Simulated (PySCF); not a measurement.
**C₄H₈BN: NMR shifts at several levels of theory, part 1 of 2**

Aim: compute the NMR shifts of C₄H₈BN (`C#CCCBN`) at several levels, and see how far they spread and what each costs.

The runs use PySCF 2.14.0, with density-fitted response routines of our own; the level of theory stands in each step. All values are computed, except where a source is named. Atoms are numbered from 0 throughout.

### 1 The molecule as given

14 atoms, charge 0, multiplicity 1; geometry from: PBE0-D3(BJ)/def2-SVP.

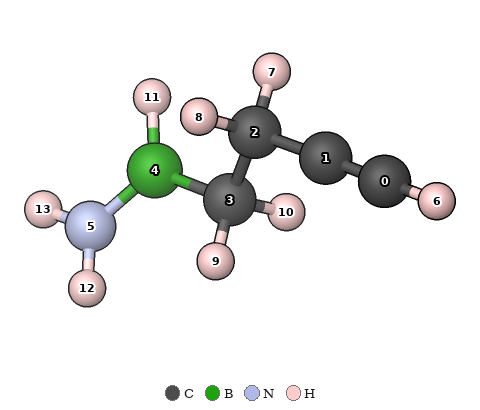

As it starts; carbon dark grey, boron green, nitrogen light blue, hydrogen pink, atoms numbered.

### 2 NMR shieldings: HF/pcSseg-1

What the job is given:

```
{"job": {"kind": "nmr", "xc": "HF", "basis": "pcSseg-1", "pop": false}, "charge": 0, "multiplicity": 1}
C     -3.578917    -0.723519     0.228410
C     -2.485299    -0.202951     0.263539
C     -1.154424     0.392482     0.296008
C     -0.014328    -0.621206     0.126838
B      1.425467     0.022270     0.204278
N      2.462637    -0.389320    -0.627446
H     -4.553447    -1.173783     0.200681
H     -1.028736     0.935565     1.248653
H     -1.097335     1.164665    -0.491143
H     -0.162992    -1.199488    -0.801279
H     -0.081823    -1.358049     0.949499
H      1.671913     0.891077     1.018037
H      2.354509    -1.100953    -1.339702
H      3.399167    -0.012565    -0.568622
```

With the program's defaults for keys left out, this is: GIAO HF/pcSseg-1 NMR shielding, non-relativistic, gas phase.

Launch:

```bash
OMP_NUM_THREADS=1 python probes_run.py task.json out
```

The driver reads the jobs from task.json and runs them one after another.

The program printed:

```text
final grid: 110008 points
cycle   1  E = -235.1333698281  dE =  1.051e+00  |g| = 4.350e-01  |ddm| = 3.279e+00
cycle   2  E = -235.1985192874  dE = -6.515e-02  |g| = 1.441e-01  |ddm| = 7.116e-01
cycle   3  E = -235.2040110375  dE = -5.492e-03  |g| = 7.481e-02  |ddm| = 2.198e-01
cycle   4  E = -235.2055176281  dE = -1.507e-03  |g| = 1.706e-02  |ddm| = 8.707e-02
cycle   5  E = -235.2055915317  dE = -7.390e-05  |g| = 3.711e-03  |ddm| = 1.595e-02
cycle   6  E = -235.2055963831  dE = -4.851e-06  |g| = 9.017e-04  |ddm| = 5.692e-03
cycle   7  E = -235.2055967249  dE = -3.418e-07  |g| = 3.057e-04  |ddm| = 1.545e-03
cycle   8  E = -235.2055967719  dE = -4.701e-08  |g| = 9.375e-05  |ddm| = 6.053e-04
cycle   9  E = -235.2055967793  dE = -7.428e-09  |g| = 3.663e-05  |ddm| = 2.234e-04
cycle  10  E = -235.2055967811  dE = -1.858e-09  |g| = 1.976e-05  |ddm| = 7.955e-05
cycle  11  E = -235.2055967818  dE = -6.997e-10  |g| = 7.774e-06  |ddm| = 6.032e-05
converged SCF energy = -235.2055967818

GIAO shielding tensors (ppm)
atom      isotropic    diamagn.    paramagn.     s11        s22        s33       span
  0 C      114.315     260.385    -146.070     45.516     47.283    250.147    204.632
  1 C      102.302     263.023    -160.721     -3.507      5.649    304.763    308.270
  2 C      177.706     243.177     -65.471    166.643    178.659    187.816     21.173
  3 C      169.171     250.430     -81.259    157.595    165.706    184.211     26.616
  4 B       70.356     191.148    -120.792     30.178     61.383    119.507     89.329
  5 N      170.253     317.035    -146.783     75.546    214.335    220.877    145.331
  6 H       29.348      31.810      -2.462     24.143     24.243     39.657     15.514
  7 H       29.551      28.386       1.166     23.923     28.832     35.899     11.977
  8 H       29.952      28.848       1.104     24.366     29.591     35.900     11.534
  9 H       30.967      32.923      -1.956     26.469     31.203     35.229      8.761
 10 H       30.833      31.290      -0.457     26.518     30.240     35.742      9.224
 11 H       27.098      29.860      -2.762     25.633     26.624     29.037      3.405
 12 H       28.098      30.848      -2.750     22.717     26.494     35.083     12.366
 13 H       27.979      28.513      -0.534     22.518     24.441     36.976     14.458
```

Wall time 4.7 s (1 thread of Arm Neoverse V2, shared host); peak memory 0.73 GiB.

Shifts follow as δ = σ(reference) − σ, with reference shieldings (ppm) from runs at the same level and on the same kind of geometry: ¹H TMS 31.69, ¹³C TMS 190.8, ¹⁵N NH3 265.7, ¹¹B BF3·OEt2 115.3. The references are single molecules in the gas phase, so shifts against H2O, NH3, PH3, H3PO4 or CFCl3 are not on the usual liquid scales and can be off by tens of ppm. Atoms listed in one row are averaged.

| atoms | environment | σ (ppm) | δ (ppm) |
| --- | --- | --- | --- |
| C1 | alkyne carbon | 102.3 | 88.5 |
| C0 | terminal alkyne carbon | 114.3 | 76.5 |
| C3 | sp3 CH2 bonded to B | 169.2 | 21.7 |
| C2 | propargylic sp3 CH2 | 177.7 | 13.1 |
| H11 | hydrogen on a boron bonded to C, N | 27.10 | 4.59 |
| H12, H13 | hydrogen on a nitrogen bonded to B | 28.04 | 3.65 |
| H6 | hydrogen on a terminal alkyne carbon | 29.35 | 2.34 |
| H7, H8 | hydrogen on a propargylic sp3 CH2 | 29.75 | 1.93 |
| H9, H10 | hydrogen on an sp3 CH2 bonded to B | 30.90 | 0.79 |
| B4 | boron bonded to C, N, H | 70.4 | 44.9 |
| N5 | nitrogen bonded to B, 2 H | 170.3 | 95.5 |

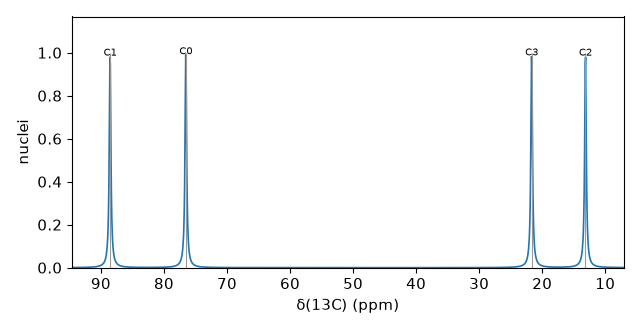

¹³C lines at the computed shifts, without couplings. Lines are broadened to a width of 0.30 ppm (Lorentzian).

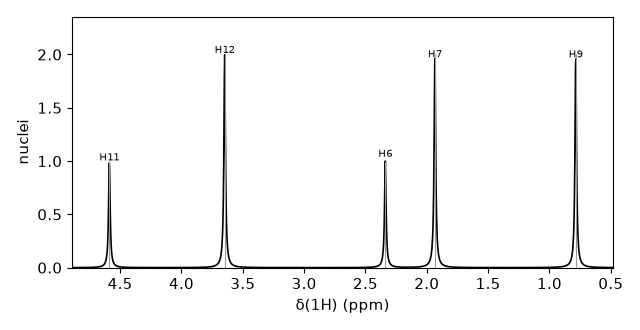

¹H lines at the computed shifts, without couplings. Lines are broadened to a width of 0.02 ppm (Lorentzian).

### 3 Shielding tensors: LDA/pcSseg-1

Settings changed since step 2:

```diff
@@ -1,2 +1,2 @@
-{"job": {"kind": "nmr", "xc": "HF", "basis": "pcSseg-1", "pop": false}, "charge": 0, "multiplicity": 1}
+{"job": {"kind": "nmr", "xc": "LDA", "basis": "pcSseg-1", "pop": false}, "charge": 0, "multiplicity": 1}
 C     -3.578917    -0.723519     0.228410
```

Level: GIAO LDA/pcSseg-1 NMR shielding, non-relativistic, gas phase.

The program printed:

```text
coarse grid: 11456 points
cycle   1  E = -234.4009332279  dE =  3.992e-01  |g| = 6.748e-01  |ddm| = 3.477e+00
cycle   2  E = -234.2750338214  dE =  1.259e-01  |g| = 9.825e-01  |ddm| = 1.607e+00
cycle   3  E = -234.5157501008  dE = -2.407e-01  |g| = 1.603e-01  |ddm| = 9.712e-01
cycle   4  E = -234.5207348947  dE = -4.985e-03  |g| = 7.235e-02  |ddm| = 1.560e-01
cycle   5  E = -234.5216224690  dE = -8.876e-04  |g| = 4.029e-02  |ddm| = 6.912e-02
cycle   6  E = -234.5220140106  dE = -3.915e-04  |g| = 1.000e-02  |ddm| = 3.263e-02
cycle   7  E = -234.5220360552  dE = -2.204e-05  |g| = 2.897e-03  |ddm| = 9.040e-03
cycle   8  E = -234.5220381353  dE = -2.080e-06  |g| = 3.397e-04  |ddm| = 2.723e-03
final grid: 110008 points
cycle   9  E = -234.5881758503  dE = -3.751e-05  |g| = 5.714e-03  |ddm| = 3.519e-02
cycle  10  E = -234.5881589542  dE =  1.690e-05  |g| = 1.047e-02  |ddm| = 1.102e-02
cycle  11  E = -234.5881827634  dE = -2.381e-05  |g| = 1.250e-03  |ddm| = 6.980e-03
cycle  12  E = -234.5881831348  dE = -3.714e-07  |g| = 3.143e-04  |ddm| = 1.137e-03
cycle  13  E = -234.5881831440  dE = -9.246e-09  |g| = 2.399e-04  |ddm| = 3.731e-04
cycle  14  E = -234.5881831579  dE = -1.384e-08  |g| = 5.840e-05  |ddm| = 1.874e-04
cycle  15  E = -234.5881831587  dE = -8.528e-10  |g| = 1.066e-05  |ddm| = 5.591e-05
converged SCF energy = -234.5881831587

GIAO shielding tensors (ppm)
atom      isotropic    diamagn.    paramagn.     s11        s22        s33       span
  0 C      105.720     258.494    -152.774     32.864     34.433    249.862    216.998
  1 C       85.502     257.709    -172.207    -23.176    -13.747    293.431    316.607
  2 C      163.096     250.547     -87.451    147.803    161.931    179.555     31.752
  3 C      153.355     251.346     -97.991    138.447    150.586    171.031     32.585
  4 B       49.209     194.940    -145.731      4.321     34.803    108.502    104.181
  5 N      141.034     315.055    -174.021     37.378    183.416    202.307    164.929
  6 H       29.315      32.167      -2.852     24.401     24.504     39.041     14.639
  7 H       28.346      27.564       0.782     23.119     27.938     33.980     10.861
  8 H       28.728      28.405       0.323     23.495     28.746     33.944     10.449
  9 H       29.943      32.229      -2.286     26.241     30.229     33.358      7.117
 10 H       29.613      30.499      -0.887     25.803     29.168     33.867      8.064
 11 H       25.801      29.200      -3.398     24.154     25.166     28.085      3.930
 12 H       26.688      30.300      -3.612     22.633     24.902     32.528      9.896
 13 H       26.522      27.855      -1.332     22.073     23.294     34.200     12.128
```

It took 12 s on 1 thread of Arm Neoverse V2, shared host; peak memory 0.71 GiB.

Key values: δ C1 95.2, C0 75.0, C3 27.4, C2 17.6, H11 5.03, H12 4.22 ppm (means over like atoms).

### 4 Nuclear shieldings: PBE/pcSseg-1

Settings changed since step 3:

```diff
@@ -1,2 +1,2 @@
-{"job": {"kind": "nmr", "xc": "LDA", "basis": "pcSseg-1", "pop": false}, "charge": 0, "multiplicity": 1}
+{"job": {"kind": "nmr", "xc": "PBE", "basis": "pcSseg-1", "pop": false}, "charge": 0, "multiplicity": 1}
 C     -3.578917    -0.723519     0.228410
```

Level: GIAO PBE/pcSseg-1 NMR shielding, non-relativistic, gas phase.

The program printed:

```text
coarse grid: 11456 points
cycle   1  E = -236.3093898090  dE =  4.136e-01  |g| = 6.522e-01  |ddm| = 3.456e+00
cycle   2  E = -236.2042011144  dE =  1.052e-01  |g| = 9.237e-01  |ddm| = 1.575e+00
cycle   3  E = -236.4177292076  dE = -2.135e-01  |g| = 1.502e-01  |ddm| = 9.361e-01
cycle   4  E = -236.4223308432  dE = -4.602e-03  |g| = 6.051e-02  |ddm| = 1.432e-01
cycle   5  E = -236.4228688443  dE = -5.380e-04  |g| = 3.790e-02  |ddm| = 6.073e-02
cycle   6  E = -236.4232166324  dE = -3.478e-04  |g| = 9.265e-03  |ddm| = 3.054e-02
cycle   7  E = -236.4232357752  dE = -1.914e-05  |g| = 2.657e-03  |ddm| = 8.411e-03
cycle   8  E = -236.4232375624  dE = -1.787e-06  |g| = 3.134e-04  |ddm| = 2.662e-03
final grid: 110008 points
cycle   9  E = -236.4675724638  dE = -2.504e-05  |g| = 1.370e-02  |ddm| = 4.753e-02
cycle  10  E = -236.4674937575  dE =  7.871e-05  |g| = 2.307e-02  |ddm| = 2.932e-02
cycle  11  E = -236.4676128164  dE = -1.191e-04  |g| = 4.502e-03  |ddm| = 1.781e-02
cycle  12  E = -236.4676176174  dE = -4.801e-06  |g| = 1.260e-03  |ddm| = 3.732e-03
cycle  13  E = -236.4676179970  dE = -3.796e-07  |g| = 3.258e-04  |ddm| = 1.051e-03
cycle  14  E = -236.4676180211  dE = -2.412e-08  |g| = 9.837e-05  |ddm| = 2.989e-04
cycle  15  E = -236.4676180235  dE = -2.370e-09  |g| = 1.089e-05  |ddm| = 9.059e-05
cycle  16  E = -236.4676180235  dE = -2.603e-11  |g| = 3.622e-06  |ddm| = 1.573e-05
converged SCF energy = -236.4676180235

GIAO shielding tensors (ppm)
atom      isotropic    diamagn.    paramagn.     s11        s22        s33       span
  0 C      110.922     255.879    -144.957     40.026     41.878    250.863    210.837
  1 C       91.124     256.602    -165.478    -14.506     -5.458    293.335    307.841
  2 C      161.113     249.748     -88.635    146.628    160.058    176.653     30.025
  3 C      153.269     250.581     -97.312    139.457    150.426    169.925     30.468
  4 B       54.349     195.451    -141.101     11.504     42.558    108.986     97.482
  5 N      145.007     314.527    -169.520     47.687    187.820    199.514    151.827
  6 H       29.619      33.033      -3.413     24.705     24.803     39.350     14.645
  7 H       28.764      28.152       0.613     23.658     28.442     34.193     10.535
  8 H       29.136      29.011       0.125     24.037     29.220     34.151     10.114
  9 H       30.356      32.627      -2.271     26.769     30.639     33.660      6.891
 10 H       30.031      30.850      -0.819     26.394     29.622     34.077      7.684
 11 H       26.355      29.774      -3.419     24.843     25.700     28.523      3.680
 12 H       27.214      30.760      -3.545     23.168     25.479     32.996      9.827
 13 H       27.038      28.248      -1.211     22.611     23.861     34.640     12.030
```

It took 15 s on 1 thread of Arm Neoverse V2, shared host; peak memory 0.73 GiB.

Key values: δ C1 88.9, C0 69.1, C3 26.8, C2 18.9, H11 4.84, H12 4.07 ppm (means over like atoms).

### 5 Shielding tensors: BLYP/pcSseg-1

Settings changed since step 4:

```diff
@@ -1,2 +1,2 @@
-{"job": {"kind": "nmr", "xc": "PBE", "basis": "pcSseg-1", "pop": false}, "charge": 0, "multiplicity": 1}
+{"job": {"kind": "nmr", "xc": "BLYP", "basis": "pcSseg-1", "pop": false}, "charge": 0, "multiplicity": 1}
 C     -3.578917    -0.723519     0.228410
```

With the program's defaults for keys left out, this is: GIAO BLYP/pcSseg-1 NMR shielding, non-relativistic, gas phase.

The program printed:

```text
coarse grid: 11456 points
cycle   1  E = -236.5082486465  dE =  4.152e-01  |g| = 6.904e-01  |ddm| = 3.489e+00
cycle   2  E = -236.3686657704  dE =  1.396e-01  |g| = 1.018e+00  |ddm| = 1.681e+00
cycle   3  E = -236.6261394647  dE = -2.575e-01  |g| = 1.684e-01  |ddm| = 1.020e+00
cycle   4  E = -236.6321153145  dE = -5.976e-03  |g| = 5.992e-02  |ddm| = 1.553e-01
cycle   5  E = -236.6325247030  dE = -4.094e-04  |g| = 4.292e-02  |ddm| = 6.446e-02
cycle   6  E = -236.6329685228  dE = -4.438e-04  |g| = 1.107e-02  |ddm| = 3.488e-02
cycle   7  E = -236.6329966715  dE = -2.815e-05  |g| = 2.924e-03  |ddm| = 9.866e-03
cycle   8  E = -236.6329988492  dE = -2.178e-06  |g| = 3.759e-04  |ddm| = 3.008e-03
final grid: 110008 points
cycle   9  E = -236.6857828261  dE = -3.103e-05  |g| = 1.051e-02  |ddm| = 3.831e-02
cycle  10  E = -236.6857299013  dE =  5.292e-05  |g| = 1.856e-02  |ddm| = 2.158e-02
cycle  11  E = -236.6858062230  dE = -7.632e-05  |g| = 3.067e-03  |ddm| = 1.363e-02
cycle  12  E = -236.6858084040  dE = -2.181e-06  |g| = 8.583e-04  |ddm| = 2.543e-03
cycle  13  E = -236.6858085698  dE = -1.658e-07  |g| = 2.945e-04  |ddm| = 7.603e-04
cycle  14  E = -236.6858085903  dE = -2.049e-08  |g| = 7.903e-05  |ddm| = 2.596e-04
cycle  15  E = -236.6858085918  dE = -1.548e-09  |g| = 1.206e-05  |ddm| = 7.972e-05
cycle  16  E = -236.6858085918  dE = -3.331e-11  |g| = 3.519e-06  |ddm| = 1.559e-05
converged SCF energy = -236.6858085918

GIAO shielding tensors (ppm)
atom      isotropic    diamagn.    paramagn.     s11        s22        s33       span
  0 C      108.845     255.674    -146.829     37.286     39.336    249.914    212.628
  1 C       87.423     256.556    -169.133    -20.318    -10.918    293.504    313.821
  2 C      155.766     249.972     -94.206    141.553    154.915    170.831     29.278
  3 C      147.464     249.388    -101.924    133.196    144.513    164.684     31.489
  4 B       51.616     195.248    -143.632      8.747     40.900    105.200     96.452
  5 N      143.493     313.918    -170.425     48.242    186.915    195.323    147.081
  6 H       29.832      33.227      -3.395     25.011     25.107     39.379     14.368
  7 H       28.948      28.233       0.715     23.966     28.743     34.136     10.171
  8 H       29.305      29.215       0.090     24.333     29.501     34.083      9.751
  9 H       30.570      32.791      -2.220     27.181     30.866     33.664      6.484
 10 H       30.222      30.981      -0.759     26.791     29.924     33.950      7.159
 11 H       26.674      30.183      -3.509     25.215     26.032     28.773      3.559
 12 H       27.494      30.913      -3.418     23.460     25.830     33.193      9.733
 13 H       27.310      28.391      -1.080     22.890     24.204     34.838     11.948
```

Wall time 16 s (1 thread of Arm Neoverse V2, shared host); peak memory 0.73 GiB.

Key values: δ C1 87.9, C0 66.5, C3 27.9, C2 19.5, H11 4.69, H12 3.96 ppm (means over like atoms).

### 6 Shielding tensors: BP86/pcSseg-1

Settings changed since step 5:

```diff
@@ -1,2 +1,2 @@
-{"job": {"kind": "nmr", "xc": "BLYP", "basis": "pcSseg-1", "pop": false}, "charge": 0, "multiplicity": 1}
+{"job": {"kind": "nmr", "xc": "BP86", "basis": "pcSseg-1", "pop": false}, "charge": 0, "multiplicity": 1}
 C     -3.578917    -0.723519     0.228410
```

Level: GIAO BP86/pcSseg-1 NMR shielding, non-relativistic, gas phase.

The program printed:

```text
coarse grid: 11456 points
cycle   1  E = -236.6338741366  dE =  4.138e-01  |g| = 6.436e-01  |ddm| = 3.462e+00
cycle   2  E = -236.5355711708  dE =  9.830e-02  |g| = 9.066e-01  |ddm| = 1.493e+00
cycle   3  E = -236.7387677156  dE = -2.032e-01  |g| = 1.465e-01  |ddm| = 8.712e-01
cycle   4  E = -236.7432176638  dE = -4.450e-03  |g| = 5.595e-02  |ddm| = 1.368e-01
cycle   5  E = -236.7436611626  dE = -4.435e-04  |g| = 3.589e-02  |ddm| = 5.788e-02
cycle   6  E = -236.7439749707  dE = -3.138e-04  |g| = 9.060e-03  |ddm| = 2.934e-02
cycle   7  E = -236.7439925393  dE = -1.757e-05  |g| = 2.543e-03  |ddm| = 8.268e-03
cycle   8  E = -236.7439941794  dE = -1.640e-06  |g| = 3.168e-04  |ddm| = 2.460e-03
final grid: 110008 points
cycle   9  E = -236.7873786759  dE = -3.881e-05  |g| = 6.131e-03  |ddm| = 4.724e-02
cycle  10  E = -236.7873622827  dE =  1.639e-05  |g| = 1.043e-02  |ddm| = 1.272e-02
cycle  11  E = -236.7873866693  dE = -2.439e-05  |g| = 1.699e-03  |ddm| = 7.579e-03
cycle  12  E = -236.7873873222  dE = -6.529e-07  |g| = 5.978e-04  |ddm| = 1.526e-03
cycle  13  E = -236.7873873940  dE = -7.184e-08  |g| = 2.821e-04  |ddm| = 5.911e-04
cycle  14  E = -236.7873874135  dE = -1.946e-08  |g| = 5.886e-05  |ddm| = 2.224e-04
cycle  15  E = -236.7873874143  dE = -8.456e-10  |g| = 9.517e-06  |ddm| = 5.686e-05
converged SCF energy = -236.7873874143

GIAO shielding tensors (ppm)
atom      isotropic    diamagn.    paramagn.     s11        s22        s33       span
  0 C      110.655     257.269    -146.613     39.496     41.457    251.012    211.516
  1 C       91.070     256.069    -164.999    -14.693     -5.486    293.389    308.082
  2 C      160.920     250.609     -89.689    146.426    159.896    176.438     30.011
  3 C      153.271     251.056     -97.785    139.466    150.461    169.886     30.419
  4 B       55.025     195.015    -139.990     12.526     43.572    108.976     96.449
  5 N      145.251     315.155    -169.904     48.402    187.741    199.610    151.208
  6 H       29.660      32.934      -3.274     24.743     24.842     39.394     14.650
  7 H       28.831      28.212       0.619     23.724     28.522     34.247     10.523
  8 H       29.203      29.100       0.103     24.103     29.301     34.204     10.101
  9 H       30.419      32.758      -2.339     26.799     30.720     33.738      6.939
 10 H       30.105      30.957      -0.852     26.454     29.708     34.153      7.699
 11 H       26.432      29.867      -3.435     24.961     25.748     28.588      3.627
 12 H       27.321      30.826      -3.505     23.229     25.635     33.099      9.869
 13 H       27.154      28.280      -1.126     22.733     23.987     34.741     12.007
```

Run time: 15 s. Hardware: 1 thread of Arm Neoverse V2, shared host; peak memory 0.73 GiB.

This run: δ C1 88.7, C0 69.1, C3 26.5, C2 18.8, H11 4.83, H12 4.03 ppm (means over like atoms).

### 7 Nuclear shieldings: OPBE/pcSseg-1

Settings changed since step 6:

```diff
@@ -1,2 +1,2 @@
-{"job": {"kind": "nmr", "xc": "BP86", "basis": "pcSseg-1", "pop": false}, "charge": 0, "multiplicity": 1}
+{"job": {"kind": "nmr", "xc": "OPBE", "basis": "pcSseg-1", "pop": false}, "charge": 0, "multiplicity": 1}
 C     -3.578917    -0.723519     0.228410
```

Level: GIAO OPBE/pcSseg-1 NMR shielding, non-relativistic, gas phase.

The program printed:

```text
coarse grid: 11456 points
cycle   1  E = -236.5675523084  dE =  4.005e-01  |g| = 5.967e-01  |ddm| = 3.423e+00
cycle   2  E = -236.5054253360  dE =  6.213e-02  |g| = 7.851e-01  |ddm| = 1.450e+00
cycle   3  E = -236.6618880083  dE = -1.565e-01  |g| = 1.287e-01  |ddm| = 8.408e-01
cycle   4  E = -236.6650726816  dE = -3.185e-03  |g| = 6.061e-02  |ddm| = 1.312e-01
cycle   5  E = -236.6657198678  dE = -6.472e-04  |g| = 3.319e-02  |ddm| = 5.826e-02
cycle   6  E = -236.6659907409  dE = -2.709e-04  |g| = 7.436e-03  |ddm| = 2.647e-02
cycle   7  E = -236.6660027832  dE = -1.204e-05  |g| = 2.435e-03  |ddm| = 7.155e-03
cycle   8  E = -236.6660043005  dE = -1.517e-06  |g| = 2.830e-04  |ddm| = 2.539e-03
final grid: 110008 points
cycle   9  E = -236.6748390497  dE = -1.377e-04  |g| = 9.607e-03  |ddm| = 7.775e-02
cycle  10  E = -236.6748156406  dE =  2.341e-05  |g| = 1.340e-02  |ddm| = 2.613e-02
cycle  11  E = -236.6748622817  dE = -4.664e-05  |g| = 4.462e-03  |ddm| = 1.451e-02
cycle  12  E = -236.6748672272  dE = -4.945e-06  |g| = 1.138e-03  |ddm| = 3.709e-03
cycle  13  E = -236.6748675368  dE = -3.096e-07  |g| = 2.883e-04  |ddm| = 1.041e-03
cycle  14  E = -236.6748675562  dE = -1.937e-08  |g| = 7.078e-05  |ddm| = 2.643e-04
cycle  15  E = -236.6748675569  dE = -7.703e-10  |g| = 3.840e-05  |ddm| = 6.634e-05
cycle  16  E = -236.6748675573  dE = -3.476e-10  |g| = 4.243e-06  |ddm| = 3.120e-05
converged SCF energy = -236.6748675573

GIAO shielding tensors (ppm)
atom      isotropic    diamagn.    paramagn.     s11        s22        s33       span
  0 C      118.194     252.954    -134.760     49.884     51.357    253.340    203.455
  1 C      100.219     257.044    -156.826     -0.060      7.803    292.914    292.974
  2 C      166.136     248.051     -81.915    151.905    164.852    181.650     29.745
  3 C      160.463     251.488     -91.025    148.315    157.462    175.612     27.297
  4 B       62.883     195.917    -133.034     22.349     51.733    114.568     92.219
  5 N      152.659     314.975    -162.316     60.082    193.604    204.292    144.210
  6 H       29.546      33.411      -3.864     24.512     24.613     39.514     15.002
  7 H       28.785      28.401       0.384     23.600     28.369     34.386     10.786
  8 H       29.174      29.106       0.068     24.007     29.149     34.364     10.357
  9 H       30.328      32.631      -2.302     26.531     30.575     33.879      7.348
 10 H       30.057      30.839      -0.782     26.269     29.511     34.392      8.122
 11 H       26.393      29.678      -3.285     24.941     25.665     28.571      3.630
 12 H       27.235      30.767      -3.533     23.079     25.462     33.163     10.084
 13 H       27.048      28.258      -1.210     22.568     23.831     34.744     12.176
```

It took 16 s on 1 thread of Arm Neoverse V2, shared host; peak memory 0.73 GiB.

Key values: δ C1 84.9, C0 66.9, C3 24.7, C2 19.0, H11 4.84, H12 4.09 ppm (means over like atoms).

(Continued in part 2 of 2.)
